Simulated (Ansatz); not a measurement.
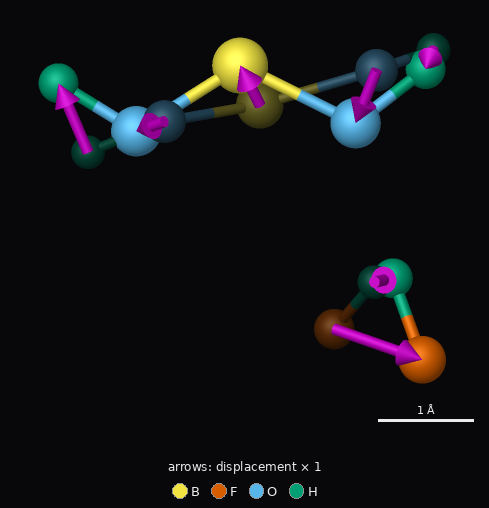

A relaxation of BH$_{3}$O$_{2}$F (multiplicity 2). The starting structure is drawn faded, the final one solid; purple arrows show the displacements, at their true length. The two geometries are superimposed by the best rigid fit.

The picture is a ball-and-stick view, seen at a tilt.

The run prepares an end point of a later path (reaction) calculation, from a guessed geometry.

All numbers below come from UKS CAM-B3LYP/def2-SVP in Ansatz.

The input:
```yaml
crystal:
  periodic: [false, false, false]
  atoms:
    - { symbol: B, position_ang: [-0.101409, -0.628156, -0.460007] }
    - { symbol: F, position_ang: [-0.10866, -0.500954, 2.063234] }
    - { symbol: O, position_ang: [1.096081, 0.006788, -0.367737] }
    - { symbol: H, position_ang: [1.835492, -0.603047, -0.477205] }
    - { symbol: O, position_ang: [-1.23636, 0.096664, -0.491218] }
    - { symbol: H, position_ang: [-2.024269, -0.460921, -0.486847] }
    - { symbol: H, position_ang: [0.329225, 0.291026, 1.813381] }
magnetization:
  spin_polarized: true
  initial_magnetization: 1
basis:
  gaussian: { orbitals: def2-SVP }
hamiltonian:
  xc: cam_b3lyp
relax:
  f_tol: 0.03
  max_steps: 50
```

Launched with:
```bash
ansatz run input.yaml --threads 4 --pin off --max-ram 5120MiB --backend cpu --events-out ev --progress --plain --runs-dir out
```

### Describe the change and its energy.

Over 21 accepted moves (27 points after the start) the energy falls by 15.2 kJ/mol. The largest force component goes from 0.53 to 0.015 eV/Å. The line search rejected the trial steps at points 1, 8, 12, 14, 17, 23 of the run. The forces were under the threshold at step 16, but the run went on from there. F2 moves most after the best rigid fit: 1.07 Å. By element the largest moves are F 1.07 Å, H 0.80 Å, O 0.64 Å, B 0.52 Å. Among the contacts that change: B1–O5 1.347 → 1.335 Å. Among the angles between lasting bonds that change: B1–O3–H4 111.9° → 114.9°.

Limits of the set-up: the start holds two separate molecules, 2.3 Å apart at their closest, whose relative position is a soft coordinate and is computed without a dispersion correction.
